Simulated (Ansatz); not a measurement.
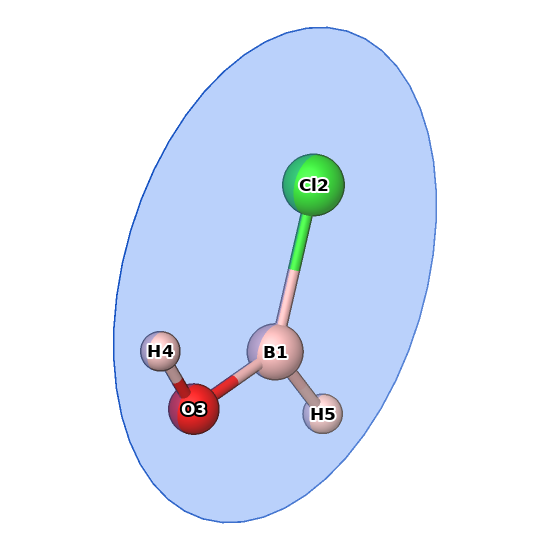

A disc through the centre of mass is drawn in. Depth is shown by fading: the farther an atom, the more it takes the colour of the background. Computed geometry: PBE0-D4/def2-TZVP optimisation.

**Is the plane of the disc a mirror plane of the structure?**

Yes. The reflection leaves B1, Cl2, O3, H4, H5 in place. The point group is Cs.
